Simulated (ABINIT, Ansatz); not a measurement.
# How the form of the self-energy moves the gap of NaCl (Fm-3m), part 2 of 2

Aim: compare treatments of exchange, screening and correlation for the gap of NaCl (Fm-3m).

ABINIT 10.8.3; PBE and many-body steps on it, plane waves. Known limits of the many-body steps: not at the basis limit.

So far. Step 5 (G0W0, Engel-Farid plasmon pole): Against G0W0 in ABINIT (6×6×6 mesh, 243 bands, screening to 247.6 eV, Godby-Needs plasmon pole), the gap moves by +0.180 eV. Step 6 (G0W0, Hybertsen-Louie plasmon pole): Against G0W0 in ABINIT (6×6×6 mesh, 243 bands, screening to 247.6 eV, Godby-Needs plasmon pole), the gap moves by +0.152 eV.

The database entry behind the starting cell differs from later determinations by our own check (an axis about 0.4 % short against later determinations), so it need not match the best structure at ambient conditions.

## 7. One-shot Hartree-Fock

This step: one-shot Hartree-Fock on PBE, plane waves, norm-conserving pseudopotentials.

File run.abi:

```
acell 3*1.0 Angstrom
rprim 
  0.000000000000 2.810000000000 2.810000000000
  2.810000000000 0.000000000000 2.810000000000
  2.810000000000 2.810000000000 0.000000000000
ntypat 2
znucl 11 17
natom 2
typat 1 2
xred 
  0.000000000000 0.000000000000 0.000000000000
  0.500000000000 0.500000000000 0.500000000000
pp_dirpath "pseudos"
pseudos "Na.upf, Cl.upf"
ecut 38
ngkpt 6 6 6
nshiftk 1
shiftk 0 0 0
kptopt 1
chksymbreak 0
istwfk *1
occopt 1
irdwfk 1
optdriver 4
nband 12
gwcalctyp 5
ecutsigx 38
symsigma 1
nkptgw 1
kptgw 
  0.0000000000 0.0000000000 0.0000000000
bdgw 
  6 12
ixc_sigma 40
fftgw 31
indata_prefix "in"
outdata_prefix "out"
tmpdata_prefix "tmp"
```

Launch:

```
OMP_NUM_THREADS=1 mpirun -n 4 abinit run.abi > log
```

What it wrote:

```text
.Version 10.8.3 of ABINIT. v10.8.2 released Aug 2026.

 Symmetries : space group Fm -3 m (#225); Bravais cF (face-center cubic)
[... echo of the input left out ...]
== DATASET  1 ==================================================================
-   mpi_nproc: 4, omp_nthreads: 1 (-1 if OMP is not activated)

--- !DatasetInfo
iteration_state: {dtset: 1, }
dimensions: {natom: 2, nkpt: 16, mband: 12, nsppol: 1, nspinor: 1, nspden: 1, mpw: 3383, }
cutoff_energies: {ecut:  38.0, pawecutdg:  -1.0, }
[...]
10  10.523  -8.377  -3.612   0.000   1.000   0.000  -3.612   4.765  15.288
       11  10.523  -8.377  -3.612   0.000   1.000   0.000  -3.612   4.765  15.288
       12  10.523  -8.377  -3.612   0.000   1.000   0.000  -3.612   4.765  15.288

== END DATASET(S) ==============================================================
================================================================================

 -outvars: echo values of variables after computation  --------
           etotal      0.0000000000E+00
            nband          12
             nkpt          16
          spgroup         225
 [... the other variables as echoed above ...]

 Calculation completed.
```

It took 2.1 s on 4 MPI ranks of Intel Xeon 6975P-C (Granite Rapids), shared host; peak memory 0.24 GiB; 7.7 s of CPU time.

Numbers from this step:

```yaml
quasiparticle_gap_on_the_points_computed: 13.59 eV
starting_gap_on_the_mesh: 5.150 eV
k_of_the_valence_top: 0, 0, 0
k_of_the_conduction_bottom: 0, 0, 0
least_direct_quasiparticle_gap_on_the_computed_points: 13.59 eV
```

Against G0W0 in ABINIT (6×6×6 mesh, 243 bands, screening to 247.6 eV, Godby-Needs plasmon pole), the gap moves by +5.445 eV.

## 8. Screening, 6×6×6 mesh, 243 bands, screening to 247.6 eV

This step: RPA screening on PBE, plane waves, norm-conserving pseudopotentials.

Changes to run.abi since step 7:

```diff
@@ -23,14 +23,14 @@
 irdwfk 1
-optdriver 4
-nband 12
-gwcalctyp 5
-ecutsigx 38
-symsigma 1
-nkptgw 1
-kptgw 
-  0.0000000000 0.0000000000 0.0000000000
-bdgw 
-  6 12
-ixc_sigma 40
-fftgw 31
+optdriver 3
+nband 243
+ecuteps 9.1
+inclvkb 2
+awtr 1
+symchi 1
+gwcalctyp 2
+nfreqre 16
+freqremax 40 eV
+nfreqim 8
+spmeth 1
+nomegasf 120
 indata_prefix "in"
```

What it wrote:

```text
.Version 10.8.3 of ABINIT. v10.8.2 released Aug 2026.

 Symmetries : space group Fm -3 m (#225); Bravais cF (face-center cubic)
[... echo of the input left out ...]
== DATASET  1 ==================================================================
-   mpi_nproc: 4, omp_nthreads: 1 (-1 if OMP is not activated)

--- !DatasetInfo
iteration_state: {dtset: 1, }
dimensions: {natom: 2, nkpt: 16, mband: 243, nsppol: 1, nspinor: 1, nspden: 1, mpw: 3383, }
cutoff_energies: {ecut:  38.0, pawecutdg:  -1.0, }
electrons: {nelect:   1.60000000E+01, charge:   0.00000000E+00, occopt:   1.00000000E+00, tsmear:   1.00000000E-02, }

 SCREENING: Calculation of the susceptibility and dielectric matrices

 Based on a program developped by R.W. Godby, V. Olevano, G. Onida, and L. Reining.
 Incorporated in ABINIT by V. Olevano, G.-M. Rignanese, and M. Torrent.
.Using double precision arithmetic ; gwpc =  8

[... cell and pseudopotentials left out ...]
--------------------------------------------------------------------------------

 ==== K-mesh for the wavefunctions ====
 Number of points in the irreducible wedge :    16
[... list of points left out ...]
 Together with 48 symmetry operations and time-reversal symmetry
 yields   216 points in the full Brillouin Zone.

 ==== Q-mesh for the screening function ====
 Number of points in the irreducible wedge :    16
[... list of points left out ...]
 Together with 48 symmetry operations and time-reversal symmetry
 yields   216 points in the full Brillouin Zone.

 setmesh: FFT mesh size selected  =    32x   32x   32
          total number of points  =        32768

 vcoul_init : cutoff-mode = AUXILIARY_FUNCTION
 q-points for optical limit:   1
     1)      0.000010    0.000020    0.000030

- screening: taking advantage of time-reversal symmetry
- Maximum band index for partially occupied states nbvw = 8
- Remaining bands to be divided among processors   nbcw = 235
- Number of bands treated by each node ~58

 Number of electrons calculated from density =   16.0000; Expected =   16.0000
 average of density, n =  0.053429
 r_s =    1.6471
 omega_plasma =   22.2968 [eV]

 calculating chi0 at frequencies [eV] :
  1    0.000000E+00    0.000000E+00
  2    2.666667E+00    0.000000E+00
  3    5.333333E+00    0.000000E+00
[...]
23    0.000000E+00    5.678611E+01
 24    0.000000E+00    7.995545E+01

--------------------------------------------------------------------------------
  q-point number  1        q = ( 0.000000, 0.000000, 0.000000) [r.l.u.]
--------------------------------------------------------------------------------
[... chi0 elements left out ...]
  [... further frequencies ...]

 No. of calculated frequencies >  15, stop printing
 For q-point:  0.000010 0.000020 0.000030
  dielectric constant =   2.3704
  dielectric constant without local fields =   2.7918

  Average fulfillment of the sum rule on Im[epsilon] for q-point    1 :     81.87  [%]
[... wings left out ...]
  q-point number  2        q = ( 0.166667, 0.000000, 0.000000) [r.l.u.]
--------------------------------------------------------------------------------
[... chi0 elements left out ...]
  [... further frequencies ...]

 No. of calculated frequencies >  15, stop printing
  Average fulfillment of the sum rule on Im[epsilon] for q-point    2 :     88.37  [%]

 [... 14 further q-points ...]
```

Wall time 15 min (4 MPI ranks); peak memory 3.7 GiB.

This step gave:

```
ε∞ with local fields, on this mesh, along the program's q direction : 2.370
the same without local fields                                       : 2.792
plasma frequency                                                    : 22.30 eV
plane waves in the screening matrix                                 : 387
```

## 9. G0W0, contour deformation

This step: G0W0 on PBE, plane waves, norm-conserving pseudopotentials.

Changes to run.abi since step 8:

```diff
@@ -23,14 +23,15 @@
 irdwfk 1
-optdriver 3
+optdriver 4
 nband 243
+gwcalctyp 2
+ecutsigx 38
+symsigma 1
+nkptgw 1
+kptgw 
+  0.0000000000 0.0000000000 0.0000000000
+bdgw 
+  6 12
 ecuteps 9.1
-inclvkb 2
-awtr 1
-symchi 1
-gwcalctyp 2
-nfreqre 16
-freqremax 40 eV
-nfreqim 8
-spmeth 1
-nomegasf 120
+irdscr 1
+gwmem 01
 indata_prefix "in"
```

What it wrote:

```text
.Version 10.8.3 of ABINIT. v10.8.2 released Aug 2026.

 Symmetries : space group Fm -3 m (#225); Bravais cF (face-center cubic)
[... echo of the input left out ...]
== DATASET  1 ==================================================================
-   mpi_nproc: 4, omp_nthreads: 1 (-1 if OMP is not activated)

--- !DatasetInfo
iteration_state: {dtset: 1, }
dimensions: {natom: 2, nkpt: 16, mband: 243, nsppol: 1, nspinor: 1, nspden: 1, mpw: 3383, }
cutoff_energies: {ecut:  38.0, pawecutdg:  -1.0, }
[...]
7  -0.539 -14.493 -18.976   1.656   0.792  -0.263 -16.731  -2.238  -2.777
[...]
12  10.523  -8.377  -3.612  -3.387   0.841  -0.189  -7.219   1.159  11.682
       12   0.000   0.000   0.000  -0.004   0.000   0.000  -0.003  -0.003  -0.003

== END DATASET(S) ==============================================================
================================================================================

 -outvars: echo values of variables after computation  --------
           etotal      0.0000000000E+00
            nband         243
             nkpt          16
          spgroup         225
 [... the other variables as echoed above ...]

 Calculation completed.
```

Wall time 21 s (4 MPI ranks); peak memory 2.6 GiB; 82 s of CPU time.

This step gave:

| Item | Value |
| --- | --- |
| G0W0 gap on the points computed | 8.103 eV |
| starting gap on the mesh | 5.150 eV |
| k of the valence top | 0, 0, 0 |
| k of the conduction bottom | 0, 0, 0 |
| least direct G0W0 gap on the computed points | 8.103 eV |

Against G0W0 in ABINIT (6×6×6 mesh, 243 bands, screening to 247.6 eV, Godby-Needs plasmon pole), the gap moves by −0.046 eV.

## 10. Side by side

Times are wall times on 4 MPI ranks of Intel Xeon 6975P-C (Granite Rapids), shared host, good to a factor of about two. A run's time includes the screening step that it read.

```tsv
run	mesh	bands	screening cutoff (eV)	DFT gap (eV)	gap on the mesh (eV)	direct (eV)	ε∞ used	time
G0W0, Godby-Needs plasmon pole	6×6×6	243	247.6	5.150	8.149	8.149	2.35	5.6 min
G0W0, Engel-Farid plasmon pole	6×6×6	243	247.6	5.150	8.329	8.329	2.35	5.3 min
G0W0, Hybertsen-Louie plasmon pole	6×6×6	243	247.6	5.150	8.301	8.301	2.35	5.6 min
one-shot Hartree-Fock	6×6×6	-	-	5.150	13.594	13.594	-	2.1 s
G0W0, contour deformation	6×6×6	243	247.6	5.150	8.103	8.103	2.37	15 min
```

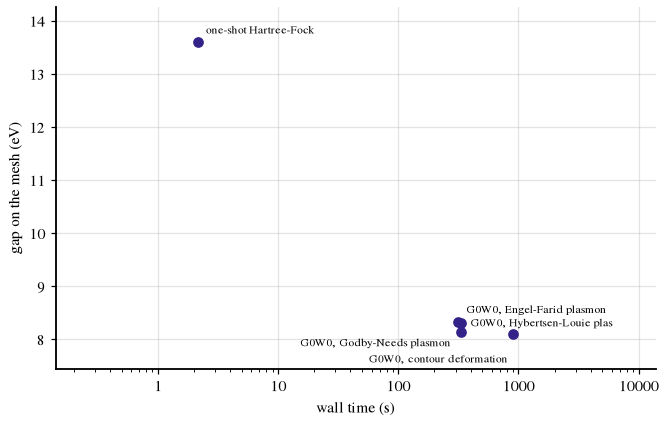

Result against wall time.

## 11. Outcome

| Property | Result |
| --- | --- |
| G0W0, Godby-Needs plasmon pole | 8.149 eV |
| G0W0, Engel-Farid plasmon pole | 8.329 eV |
| G0W0, Hybertsen-Louie plasmon pole | 8.301 eV |
| one-shot Hartree-Fock | 13.594 eV |
| G0W0, contour deformation | 8.103 eV |
| known limits | not at the basis limit |

**Reading.** G0W0, Engel-Farid plasmon pole: +0.180 eV against G0W0, Godby-Needs plasmon pole. G0W0, Hybertsen-Louie plasmon pole: +0.152 eV against G0W0, Godby-Needs plasmon pole. One-shot Hartree-Fock: +5.445 eV against G0W0, Godby-Needs plasmon pole. G0W0, contour deformation: −0.046 eV against G0W0, Godby-Needs plasmon pole. Bare exchange alone opens the gap to 13.59 eV; against G0W0, correlation takes back 5.44 eV. Bands and cutoff are finite, so the gap is not at the basis limit. The miss can reach some tenths of an eV and take either sign; the mesh is an error of its own. In the G0W0 runs levels were corrected at 1 k point alone, so a gap called «on the mesh» is the least over those, and an edge elsewhere would be missed.

[Paths, hosts, dates, memory and timing lines, banners, echoed tables and standing remarks are left out of the program output.]

[Logs are printed without paths, hosts, clocks, repeated set-up lines and the standing remarks that a program may print on its own settings, such as how far it seeks lower states.]

[Runs of the session that timed out or met a known fault of the program may be left out.]

[Hosts, paths, dates, database ids (printed as entryN), source tags and the programs' standing remarks are cut or masked in the printed files.]

[G0W0 gaps are taken among the corrected bands and points alone; a level outside them can change the order at an edge.]

[Where Ansatz stands beside ABINIT at settings called matched, ABINIT's density can come from a denser mesh and the files from another edition; pairs whose starting gaps differed by over 0.03 eV were left out, so agreement reads better than it is.]
